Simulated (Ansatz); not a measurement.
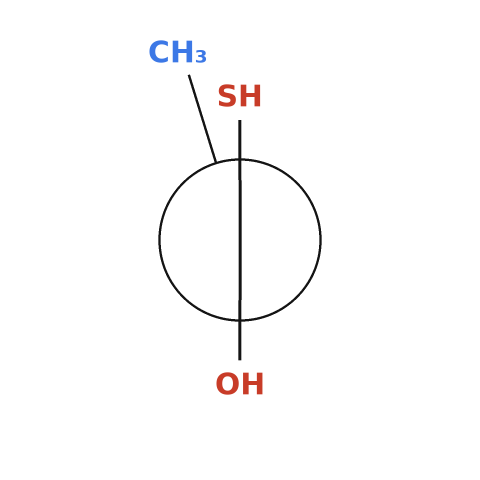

A Newman projection along the Al–O bond, aluminium in front; angles are drawn as computed, but eclipsed bonds slightly apart. The computed structure is the end point of a PBE-D4/def2-SVP optimisation. No frequency run is at hand to confirm it as a minimum.

Question: Which molecule is it?

Answer: CH5AlO2S, C[O][Al]([OH])[SH]

Question: What is the torsion angle from the front SH to the back CH3? The sign is positive where the front bond must turn clockwise to cover the back bond.

Answer: −2°, synperiplanar (eclipsed).
